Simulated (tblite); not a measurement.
## Run report: C₅H₈N₂O₂, saddle-point search

System: C₅H₈N₂O₂.
Method: GFN2-xTB saddle search (eigenvector following) and harmonic vibrations, gas phase (tblite 0.8.0).

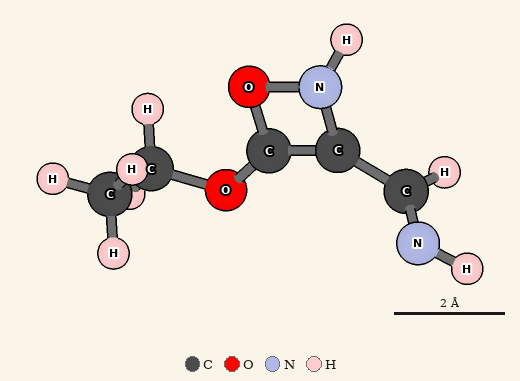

Fig. 1: The structure as given in the input (ball-and-stick view, seen at a tilt).

**The input**
```
{"job": {"xc": "GFN2-xTB", "basis": "xTB", "kind": "saddle"}, "charge": 0, "multiplicity": 1}
C     -2.436173    -0.221082    -1.133601
C     -2.045258     0.694148     0.018363
O     -0.659587     1.031269    -0.001333
C      0.161511     0.082862     0.435413
O     -0.218797    -1.113197     1.044550
N      1.170525    -1.479456     1.069344
C      1.478067    -0.172852     0.527834
C      2.783426     0.410091     0.218311
N      3.309285     0.232842    -0.904141
H     -2.187289     0.243457    -2.084301
H     -3.506065    -0.406328    -1.094937
H     -1.910924    -1.169869    -1.057166
H     -2.561524     1.653867    -0.054346
H     -2.291818     0.220924     0.975728
H      1.453207    -1.657346     2.033576
H      3.239519     0.985479     1.043104
H      4.221893     0.665191    -1.036400
```

The first line tells a small driver script what to run in tblite; the rest is the geometry in Å.

Launch command:
```bash
OMP_NUM_THREADS=1 python <driver script> task.json out
```

**What the program printed**
```
step      E/eV     max force
  0    -778.79998   0.0258
  1    -778.80383   0.0556
  2    -778.80183   0.0145
  3    -778.80383   0.0275
  4    -778.80536   0.0344
  5    -778.80671   0.0307
  6    -778.80805   0.0173
  7    -778.80900   0.0472
  8    -778.80861   0.0046
  9    -778.80919   0.0144
 10    -778.80962   0.0159
 11    -778.80993   0.0078
 12    -778.81004   0.0165
 13    -778.81008   0.0022
lowest wavenumbers (cm-1): -191.9 25.3 71.2 138.4 154.0 189.6
```

**Trajectory as extended XYZ (Å, eV, eV/Å), 12 frames, from step=0 to step=13**
```
17
Properties=species:S:1:pos:R:3:forces:R:3 step=0 energy=-778.79998
C    -2.4362   -0.2211   -1.1336    0.0030   0.0020   0.0010
C    -2.0453    0.6941    0.0184   -0.0010   0.0030   0.0050
O    -0.6596    1.0313   -0.0013   -0.0020   0.0070   0.0170
C     0.1615    0.0829    0.4354   -0.0060  -0.0120  -0.0220
O    -0.2188   -1.1132    1.0446   -0.0120   0.0010  -0.0010
N     1.1705   -1.4795    1.0693   -0.0110   0.0040   0.0160
C     1.4781   -0.1729    0.5278   -0.0050  -0.0020   0.0070
C     2.7834    0.4101    0.2183   -0.0110  -0.0010   0.0050
N     3.3093    0.2328   -0.9041   -0.0020   0.0070  -0.0080
H    -2.1873    0.2435   -2.0843    0.0070   0.0000   0.0000
H    -3.5061   -0.4063   -1.0949    0.0040  -0.0090  -0.0190
H    -1.9109   -1.1699   -1.0572    0.0020   0.0020   0.0080
H    -2.5615    1.6539   -0.0543    0.0110   0.0090  -0.0090
H    -2.2918    0.2209    0.9757    0.0060  -0.0010   0.0070
H     1.4532   -1.6573    2.0336    0.0240  -0.0080   0.0040
H     3.2395    0.9855    1.0431    0.0000  -0.0090  -0.0040
H     4.2219    0.6652   -1.0364   -0.0070   0.0050  -0.0070
17
Properties=species:S:1:pos:R:3:forces:R:3 step=1 energy=-778.80383
C    -2.3874   -0.2181   -1.1386   -0.0110   0.0130  -0.0010
C    -2.0545    0.7002    0.0306    0.0070  -0.0040  -0.0150
O    -0.6716    1.0514    0.0680   -0.0270  -0.0260   0.0130
C     0.1474    0.0886    0.4769    0.0180   0.0050  -0.0070
O    -0.2291   -1.1098    1.0850    0.0130  -0.0040   0.0030
N     1.1579   -1.4879    1.0734   -0.0140   0.0060   0.0170
C     1.4636   -0.1799    0.5359   -0.0190   0.0070  -0.0010
C     2.7618    0.4045    0.1997   -0.0010  -0.0030  -0.0110
N     3.2649    0.2272   -0.9335   -0.0040   0.0070   0.0120
H    -2.0875    0.2436   -2.0775   -0.0070  -0.0120   0.0410
H    -3.4593   -0.4036   -1.1578    0.0550   0.0050  -0.0060
H    -1.8669   -1.1671   -1.0316   -0.0110   0.0120  -0.0010
H    -2.5740    1.6564   -0.0634    0.0100  -0.0030  -0.0020
H    -2.3347    0.2247    0.9784    0.0070   0.0030  -0.0190
H     1.4654   -1.6793    2.0279    0.0000   0.0010  -0.0140
H     3.2319    0.9850    1.0129   -0.0030  -0.0060  -0.0060
H     4.1722    0.6643   -1.0864   -0.0130  -0.0030  -0.0010
17
Properties=species:S:1:pos:R:3:forces:R:3 step=2 energy=-778.80183
C    -2.4172   -0.2180   -1.1362    0.0070  -0.0030   0.0000
C    -2.0478    0.6966    0.0230   -0.0030   0.0030   0.0070
O    -0.6629    1.0355    0.0267    0.0050   0.0110   0.0080
C     0.1561    0.0807    0.4526   -0.0080  -0.0040  -0.0030
O    -0.2218   -1.1157    1.0633   -0.0080   0.0020   0.0010
N     1.1668   -1.4856    1.0735   -0.0010  -0.0010   0.0020
C     1.4724   -0.1789    0.5321    0.0040  -0.0020   0.0030
C     2.7724    0.4089    0.2100   -0.0050   0.0010   0.0050
N     3.2924    0.2265   -0.9143   -0.0010   0.0020  -0.0090
H    -2.1475    0.2461   -2.0812    0.0110   0.0020  -0.0090
H    -3.4875   -0.4025   -1.1218   -0.0080  -0.0040  -0.0100
H    -1.8954   -1.1675   -1.0484    0.0070  -0.0020   0.0050
H    -2.5617    1.6569   -0.0583    0.0000   0.0040  -0.0030
H    -2.3087    0.2226    0.9762   -0.0030  -0.0010   0.0070
H     1.4617   -1.6681    2.0332    0.0080  -0.0040   0.0030
H     3.2285    0.9962    1.0262    0.0000  -0.0040  -0.0030
H     4.2000    0.6662   -1.0565   -0.0040   0.0010  -0.0060
17
Properties=species:S:1:pos:R:3:forces:R:3 step=3 energy=-778.80383
C    -2.3899   -0.2172   -1.1386   -0.0030   0.0060  -0.0010
C    -2.0534    0.6999    0.0298    0.0030  -0.0020  -0.0070
O    -0.6703    1.0480    0.0652   -0.0130  -0.0110   0.0080
C     0.1482    0.0856    0.4753    0.0080   0.0030   0.0000
O    -0.2277   -1.1124    1.0847    0.0060  -0.0020   0.0040
N     1.1594   -1.4891    1.0747   -0.0070   0.0030   0.0060
C     1.4643   -0.1815    0.5359   -0.0110   0.0030  -0.0010
C     2.7613    0.4053    0.2000   -0.0010  -0.0020  -0.0070
N     3.2673    0.2257   -0.9315   -0.0060   0.0010   0.0030
H    -2.0917    0.2448   -2.0770    0.0010  -0.0050   0.0190
H    -3.4612   -0.4016   -1.1561    0.0270   0.0020  -0.0050
H    -1.8707   -1.1668   -1.0332   -0.0030   0.0060   0.0000
H    -2.5704    1.6575   -0.0635    0.0030  -0.0020  -0.0010
H    -2.3329    0.2248    0.9776    0.0010   0.0010  -0.0090
H     1.4671   -1.6791    2.0292    0.0000   0.0000  -0.0060
H     3.2276    0.9904    1.0118    0.0010  -0.0010  -0.0010
H     4.1731    0.6656   -1.0841   -0.0060   0.0000  -0.0030
17
Properties=species:S:1:pos:R:3:forces:R:3 step=4 energy=-778.80536
C    -2.3603   -0.2164   -1.1404   -0.0050   0.0110   0.0040
C    -2.0585    0.7034    0.0358    0.0060  -0.0050  -0.0120
O    -0.6784    1.0604    0.1046   -0.0230  -0.0200   0.0070
C     0.1399    0.0914    0.4993    0.0160   0.0040   0.0000
O    -0.2341   -1.1088    1.1062    0.0110  -0.0030   0.0040
N     1.1509   -1.4922    1.0754   -0.0100   0.0050   0.0080
C     1.4553   -0.1833    0.5405   -0.0140   0.0050  -0.0030
C     2.7494    0.4015    0.1900    0.0050  -0.0030  -0.0160
N     3.2390    0.2255   -0.9494   -0.0080   0.0040   0.0180
H    -2.0360    0.2443   -2.0710   -0.0030  -0.0050   0.0250
H    -3.4304   -0.4031   -1.1881    0.0340   0.0040  -0.0030
H    -1.8423   -1.1648   -1.0186   -0.0060   0.0080  -0.0010
H    -2.5784    1.6581   -0.0703    0.0060  -0.0050   0.0000
H    -2.3577    0.2272    0.9774    0.0040   0.0020  -0.0170
H     1.4706   -1.6908    2.0243   -0.0030   0.0020  -0.0090
H     3.2277    0.9830    0.9975   -0.0010  -0.0030  -0.0060
H     4.1433    0.6645   -1.1132   -0.0070  -0.0030  -0.0010
17
Properties=species:S:1:pos:R:3:forces:R:3 step=5 energy=-778.80671
C    -2.3305   -0.2109   -1.1480   -0.0100   0.0210   0.0030
C    -2.0635    0.7017    0.0421    0.0070  -0.0120  -0.0100
O    -0.6880    1.0685    0.1452   -0.0270  -0.0140   0.0040
C     0.1317    0.0960    0.5271    0.0150   0.0030  -0.0010
O    -0.2385   -1.1035    1.1388    0.0170   0.0010   0.0010
N     1.1443   -1.4922    1.0866   -0.0050  -0.0010   0.0080
C     1.4462   -0.1848    0.5476   -0.0120   0.0060  -0.0030
C     2.7364    0.3969    0.1776    0.0040  -0.0040  -0.0160
N     3.2072    0.2201   -0.9697   -0.0050   0.0060   0.0220
H    -1.9820    0.2576   -2.0657   -0.0060  -0.0040   0.0190
H    -3.3980   -0.4015   -1.2265    0.0290   0.0090  -0.0010
H    -1.8132   -1.1582   -1.0191    0.0040  -0.0060   0.0000
H    -2.5871    1.6534   -0.0680   -0.0020   0.0020  -0.0010
H    -2.3807    0.2156    0.9728    0.0070   0.0020  -0.0140
H     1.4776   -1.6937    2.0299   -0.0010   0.0020  -0.0040
H     3.2285    0.9776    0.9774   -0.0040  -0.0050  -0.0090
H     4.1096    0.6576   -1.1482   -0.0110  -0.0050   0.0010
17
Properties=species:S:1:pos:R:3:forces:R:3 step=7 energy=-778.80900
C    -2.2628   -0.1830   -1.1837   -0.0010   0.0320   0.0130
C    -2.0765    0.6817    0.0577    0.0070  -0.0240  -0.0170
O    -0.7155    1.0782    0.2375   -0.0380  -0.0280  -0.0010
C     0.1130    0.1054    0.5975    0.0150   0.0010   0.0000
O    -0.2416   -1.0838    1.2413    0.0270   0.0110  -0.0070
N     1.1359   -1.4811    1.1431    0.0000   0.0020   0.0110
C     1.4252   -0.1859    0.5712   -0.0130   0.0020   0.0000
C     2.7043    0.3819    0.1437    0.0040  -0.0080  -0.0290
N     3.1266    0.1873   -1.0198   -0.0040   0.0140   0.0430
H    -1.8830    0.3357   -2.0621   -0.0180  -0.0160   0.0360
H    -3.3198   -0.3969   -1.3228    0.0340   0.0140   0.0020
H    -1.7261   -1.1225   -1.0732   -0.0010   0.0130   0.0050
H    -2.6203    1.6244   -0.0332    0.0030  -0.0120  -0.0040
H    -2.4202    0.1459    0.9516    0.0180   0.0150  -0.0330
H     1.5037   -1.6712    2.0762   -0.0050   0.0030  -0.0120
H     3.2325    0.9687    0.9158   -0.0090  -0.0100  -0.0140
H     4.0244    0.6152   -1.2407   -0.0200  -0.0090   0.0060
17
Properties=species:S:1:pos:R:3:forces:R:3 step=8 energy=-778.80861
C    -2.2848   -0.1926   -1.1708    0.0010   0.0030   0.0000
C    -2.0724    0.6886    0.0523    0.0000  -0.0020  -0.0010
O    -0.7070    1.0748    0.2075   -0.0040  -0.0020   0.0010
C     0.1190    0.1022    0.5740    0.0010   0.0000   0.0010
O    -0.2401   -1.0908    1.2067    0.0020   0.0010   0.0010
N     1.1390   -1.4849    1.1232    0.0000   0.0000   0.0020
C     1.4319   -0.1854    0.5626   -0.0020   0.0000   0.0000
C     2.7145    0.3870    0.1548    0.0000  -0.0010  -0.0030
N     3.1528    0.1993   -1.0032   -0.0020   0.0010   0.0030
H    -1.9125    0.3075   -2.0617    0.0000   0.0000   0.0030
H    -3.3452   -0.3961   -1.2921    0.0040   0.0010  -0.0010
H    -1.7571   -1.1358   -1.0518    0.0010   0.0020  -0.0010
H    -2.6091    1.6343   -0.0463    0.0000  -0.0010   0.0000
H    -2.4080    0.1703    0.9584    0.0010   0.0000  -0.0030
H     1.4957   -1.6791    2.0593    0.0000   0.0010   0.0000
H     3.2309    0.9707    0.9366   -0.0010  -0.0010  -0.0020
H     4.0523    0.6301   -1.2095   -0.0030  -0.0010  -0.0010
17
Properties=species:S:1:pos:R:3:forces:R:3 step=9 energy=-778.80919
C    -2.2637   -0.1833   -1.1821    0.0000   0.0100   0.0030
C    -2.0761    0.6821    0.0568    0.0020  -0.0070  -0.0050
O    -0.7155    1.0773    0.2354   -0.0120  -0.0080   0.0000
C     0.1133    0.1049    0.5958    0.0040   0.0000   0.0010
O    -0.2408   -1.0847    1.2387    0.0080   0.0030  -0.0010
N     1.1366   -1.4813    1.1414    0.0000   0.0010   0.0040
C     1.4254   -0.1858    0.5704   -0.0040   0.0010   0.0000
C     2.7042    0.3822    0.1444    0.0010  -0.0030  -0.0090
N     3.1274    0.1883   -1.0184   -0.0020   0.0040   0.0120
H    -1.8840    0.3333   -2.0606   -0.0050  -0.0040   0.0110
H    -3.3204   -0.3954   -1.3208    0.0110   0.0040   0.0000
H    -1.7282   -1.1231   -1.0699    0.0000   0.0050   0.0010
H    -2.6193    1.6248   -0.0354    0.0000  -0.0040  -0.0010
H    -2.4191    0.1481    0.9510    0.0050   0.0040  -0.0100
H     1.5038   -1.6718    2.0743   -0.0010   0.0010  -0.0030
H     3.2316    0.9684    0.9170   -0.0030  -0.0030  -0.0050
H     4.0251    0.6163   -1.2382   -0.0070  -0.0030   0.0010
17
Properties=species:S:1:pos:R:3:forces:R:3 step=10 energy=-778.80962
C    -2.2425   -0.1736   -1.1930    0.0000   0.0100   0.0040
C    -2.0792    0.6754    0.0606    0.0020  -0.0080  -0.0060
O    -0.7238    1.0788    0.2624   -0.0130  -0.0090   0.0000
C     0.1076    0.1069    0.6175    0.0050   0.0000   0.0000
O    -0.2410   -1.0792    1.2707    0.0090   0.0040  -0.0020
N     1.1346   -1.4781    1.1600    0.0000   0.0010   0.0040
C     1.4188   -0.1866    0.5785   -0.0030   0.0010   0.0000
C     2.6932    0.3775    0.1342    0.0010  -0.0030  -0.0100
N     3.1012    0.1771   -1.0330   -0.0020   0.0050   0.0150
H    -1.8563    0.3594   -2.0589   -0.0060  -0.0050   0.0120
H    -3.2951   -0.3940   -1.3487    0.0120   0.0050   0.0000
H    -1.6990   -1.1096   -1.0876   -0.0010   0.0050   0.0010
H    -2.6289    1.6150   -0.0253    0.0010  -0.0040  -0.0010
H    -2.4291    0.1261    0.9427    0.0060   0.0050  -0.0110
H     1.5121   -1.6646    2.0895   -0.0020   0.0010  -0.0040
H     3.2309    0.9669    0.8970   -0.0030  -0.0040  -0.0050
H     3.9967    0.6027   -1.2665   -0.0070  -0.0030   0.0020
17
Properties=species:S:1:pos:R:3:forces:R:3 step=11 energy=-778.80993
C    -2.2210   -0.1635   -1.2034    0.0000   0.0050   0.0020
C    -2.0823    0.6686    0.0640    0.0010  -0.0040  -0.0030
O    -0.7327    1.0797    0.2891   -0.0060  -0.0050   0.0000
C     0.1019    0.1089    0.6388    0.0020   0.0000   0.0000
O    -0.2406   -1.0738    1.3024    0.0050   0.0020  -0.0010
N     1.1330   -1.4745    1.1782    0.0000   0.0010   0.0020
C     1.4120   -0.1871    0.5863   -0.0020   0.0000   0.0000
C     2.6817    0.3727    0.1239    0.0010  -0.0020  -0.0050
N     3.0746    0.1659   -1.0472   -0.0010   0.0020   0.0070
H    -1.8287    0.3854   -2.0562   -0.0030  -0.0030   0.0060
H    -3.2692   -0.3916   -1.3764    0.0060   0.0020   0.0000
H    -1.6697   -1.0956   -1.1042    0.0000   0.0030   0.0010
H    -2.6387    1.6046   -0.0159    0.0000  -0.0020  -0.0010
H    -2.4387    0.1040    0.9336    0.0030   0.0020  -0.0060
H     1.5209   -1.6571    2.1041   -0.0010   0.0010  -0.0020
H     3.2297    0.9649    0.8771   -0.0020  -0.0020  -0.0030
H     3.9677    0.5886   -1.2941   -0.0040  -0.0020   0.0010
17
Properties=species:S:1:pos:R:3:forces:R:3 step=13 energy=-778.81008
C    -2.1951   -0.1510   -1.2157    0.0000   0.0010   0.0000
C    -2.0854    0.6602    0.0675    0.0000  -0.0010   0.0000
O    -0.7432    1.0801    0.3205   -0.0010  -0.0010   0.0000
C     0.0951    0.1107    0.6646    0.0000   0.0000   0.0000
O    -0.2397   -1.0677    1.3409    0.0010   0.0010   0.0000
N     1.1315   -1.4704    1.2008    0.0000   0.0000   0.0000
C     1.4038   -0.1882    0.5961    0.0000   0.0000   0.0000
C     2.6673    0.3668    0.1116    0.0000   0.0000  -0.0010
N     3.0418    0.1519   -1.0640    0.0000   0.0000   0.0020
H    -1.7962    0.4172   -2.0526   -0.0010   0.0000   0.0020
H    -3.2374   -0.3881   -1.4092    0.0010   0.0000   0.0000
H    -1.6338   -1.0780   -1.1243    0.0000   0.0010   0.0000
H    -2.6498    1.5919   -0.0051    0.0000   0.0000   0.0000
H    -2.4493    0.0775    0.9217    0.0010   0.0000  -0.0010
H     1.5318   -1.6480    2.1222    0.0000   0.0000  -0.0010
H     3.2271    0.9633    0.8524    0.0000   0.0000  -0.0010
H     3.9314    0.5717   -1.3274   -0.0010   0.0000   0.0000
```

**Key numbers**

```tsv
quantity	value
outcome	converged
total energy	−778.8101 eV
point group	C1
hardware	1 CPU thread, shared host
wall time	7.2 s
peak memory	0.19 GiB
```
